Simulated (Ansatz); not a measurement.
# TiO2, response to strain

Start from TiO2 in the anatase structure (space group I4_1/amd, No. 141).

```
CELL_PARAMETERS angstrom
     -1.86967     1.86967     4.72754
      1.86967    -1.86967     4.72754
      1.86967     1.86967    -4.72754
ATOMIC_POSITIONS crystal
  Ti 0.75000 0.25000 0.50000
  Ti 0.00000 0.00000 0.00000
  O  0.54202 0.04202 0.50000
  O  0.79202 0.79202 0.00000
  O  0.20798 0.20798 0.00000
  O  0.95798 0.45798 0.50000
```

Cartesian axes are those of the cell as printed.

Strains are applied to the cell and any free atomic positions relax; under biaxial strain the out-of-plane vector relaxes too.

Calculations: LDA, PAW, 420 eV (Ansatz, a first-principles code; spin-orbit coupling left out).

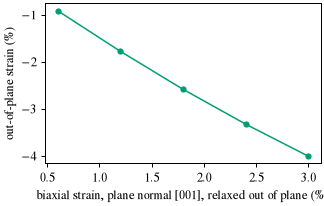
Fig. 1. Out-of-plane strain against biaxial strain, plane normal [001], relaxed out of plane

```tsv
biaxial strain, plane normal [001], relaxed out of plane (%)	out-of-plane strain
0.6	-0.92 %
1.2	-1.78 %
1.8	-2.59 %
2.4	-3.33 %
3	-4.01 %
```

Stability against distortions was not tested. The final runs are not spin-polarised.
